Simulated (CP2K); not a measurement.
Consider 2-methylthiopyridine at its PBE geometry (Å).

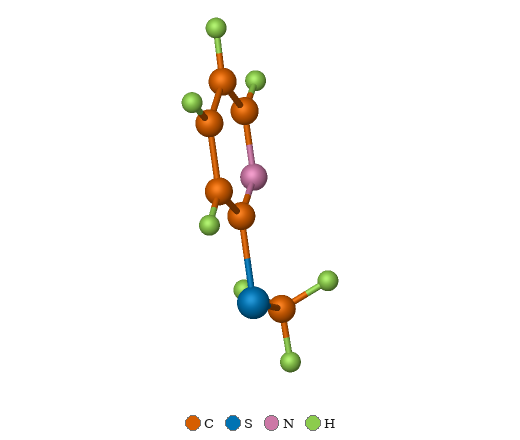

The molecule (carbon orange, sulfur blue, nitrogen pink, hydrogen green).

```xyz
15

C    -2.8640    0.4947   -0.0926
S    -1.8515   -0.6095   -1.1001
C    -0.2553   -0.3202   -0.4077
C     0.8364   -1.0241   -0.9608
C     2.0994   -0.8043   -0.4305
C     2.2482    0.1066    0.6250
C     1.1080    0.7498    1.0988
N    -0.1320    0.5496    0.6072
H    -3.8914    0.3766   -0.4562
H    -2.8023    0.2160    0.9651
H    -2.5379    1.5340   -0.2105
H     0.6824   -1.7197   -1.7856
H     2.9632   -1.3325   -0.8350
H     3.2218    0.3131    1.0654
H     1.1750    1.4698    1.9176
```

Method: CP2K XAS_TDP, all-electron GAPW, PBEh(45%), aug-cc-pVDZ, TDA, GW2X-corrected core level, ZORA, spin–orbit coupling.

Q: Where do the S L₂,₃-edge lines lie, and how strong are they?

Leading lines: S2 168.22 eV. The leading line of an atom is its first one with 35 % of the strongest within 2.5 eV of its lowest line over the strength cut. Core ionisation energies at this level: S2 170.42/170.51/171.56 eV; the 2p½ level lies 1.09 eV above the 2p3/2 pair.

The first six lines of each atom with a strength over 0.0003:

| atom | energy (eV) | states | strength, one atom | above the computed threshold |
| --- | --- | --- | --- | --- |
| S2 (bonded to 2 C) | 166.90 | 2 | 0.0018 |  |
|  | 167.14 | 1 | 0.0015 |  |
|  | 167.71 | 2 | 0.0005 |  |
|  | 167.99 | 1 | 0.0014 |  |
|  | 168.22 | 1 | 0.0030 |  |
|  | 168.33 | 5 | 0.0010 |  |

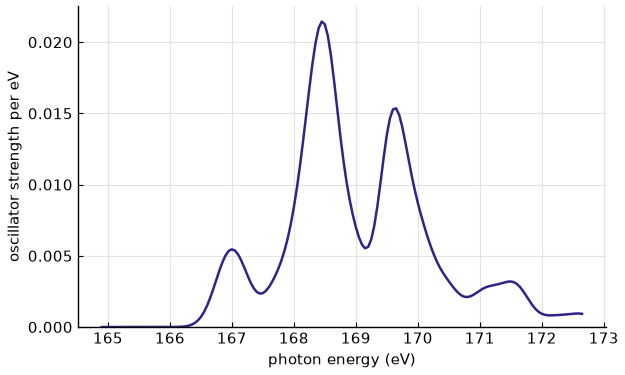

All atoms added, broadened by 0.5 eV.

Lines are vertical, at one geometry, with no vibrational structure. GW2X ionisation energies and lines can be off by 1 to 2 eV either way, and a good line position may hide errors that cancel. Rydberg lines, and the discretised continuum above threshold, depend on the basis and the box.

[Banner, clock and machine lines of the logs are left out without a mark of their own.]

[Logs are printed without paths, hosts, clocks, repeated set-up lines and the standing remarks that a program may print on its own settings, such as how far it seeks lower states.]

[Hosts, paths, dates, database ids (printed as entryN), source tags and the programs' standing remarks are cut or masked in the printed files.]
